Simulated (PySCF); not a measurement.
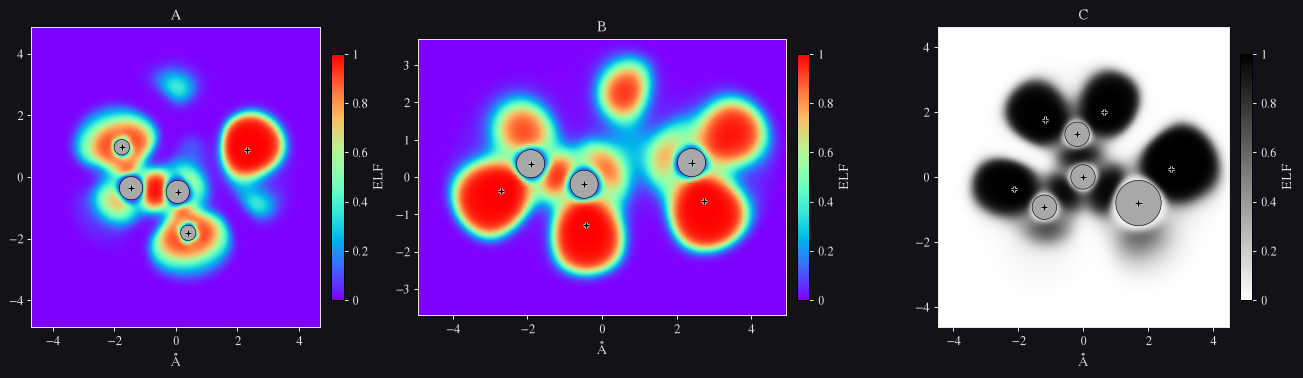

The electron localisation function of 3 systems, each on a plane through atoms (crosses mark nuclei in the plane; grey discs cover the cores).

Method: PySCF 2.14.0, CAM-B3LYP/def2-SVPD, SCF density, gas phase.

System 1: C$_{3}$H$_{9}$AsSi (SMILES C[AsH][C@H]1C[SiH2]1), the plane of atoms C4, C3 and H10. Geometry: GFN2-xTB.

```xyz
14

C    -2.2779   -0.4779    0.1754
As   -1.2207    1.0401   -0.5175
C     0.4583    0.0558   -0.7634
C     1.7783    0.8133   -0.5487
Si    1.5145   -0.6127    0.6491
H    -3.1946   -0.1208    0.6427
H    -1.7073   -1.0578    0.8993
H    -2.5560   -1.1306   -0.6523
H    -0.8513    1.5538    0.8553
H     0.4352   -0.5282   -1.6830
H     1.6797    1.8292   -0.1829
H     2.5107    0.7466   -1.3433
H     1.1459   -0.2852    2.0182
H     2.2845   -1.8260    0.4289
```

System 2: C$_{3}$H$_{9}$AlF$_{2}$O, the plane of atoms C4, C6 and F7. Geometry: GFN2-xTB.

```xyz
16

C    -1.1266    1.4087    0.4857
O    -0.3711    0.2988    0.0130
Al   -1.1003   -1.4597    0.5468
C     0.8685    0.6298   -0.4793
F     0.7239    1.2926   -1.6754
C     1.6786   -0.6375   -0.7158
F     1.7277   -1.3087    0.4691
H    -2.0459    0.9874    0.8910
H    -0.5816    1.9357    1.2722
H    -1.3562    2.0885   -0.3378
H    -0.4608   -2.4877   -0.4460
H    -0.6454   -1.3467    2.0453
H    -2.5766   -1.0432    0.1975
H     1.3946    1.3304    0.1929
H     1.1635   -1.2749   -1.4413
H     2.7003   -0.4046   -1.0292
```

System 3: C$_{5}$H$_{8}$Si (SMILES C#CCC(=C)[SiH3]), the plane of atoms C4, C5 and H10. Geometry: GFN2-xTB.

```xyz
14

C     2.3080   -1.5622   -0.0670
C     1.6769   -0.6033    0.2706
C     0.9011    0.5616    0.6482
C    -0.3986    0.6106   -0.1181
C    -0.6307    1.5907   -0.9799
Si   -1.6285   -0.7869    0.2056
H     2.8716   -2.4008   -0.3488
H     0.6912    0.5067    1.7219
H     1.4973    1.4600    0.4566
H    -1.5498    1.6471   -1.5395
H     0.0811    2.3827   -1.1677
H    -1.0846   -2.0523   -0.2883
H    -1.8484   -0.8852    1.6536
H    -2.8871   -0.4690   -0.4693
```

> Which map belongs to which system?

Panel A is system 2, C$_{3}$H$_{9}$AlF$_{2}$O: the plane holds C, F and H. C–F (1.36 Å): the ELF peaks at about 0.85 between the atoms: a polar covalent bond. Panel B is system 1, C$_{3}$H$_{9}$AsSi: the plane holds C and H. C–C (1.54 Å): the ELF peaks at about 0.90 between the atoms; a covalent bond. Panel C is system 3, C$_{5}$H$_{8}$Si: the plane holds C, Si and H. C–Si (1.89 Å): the ELF peaks at about 1 between the atoms, as expected for a shared electron pair.
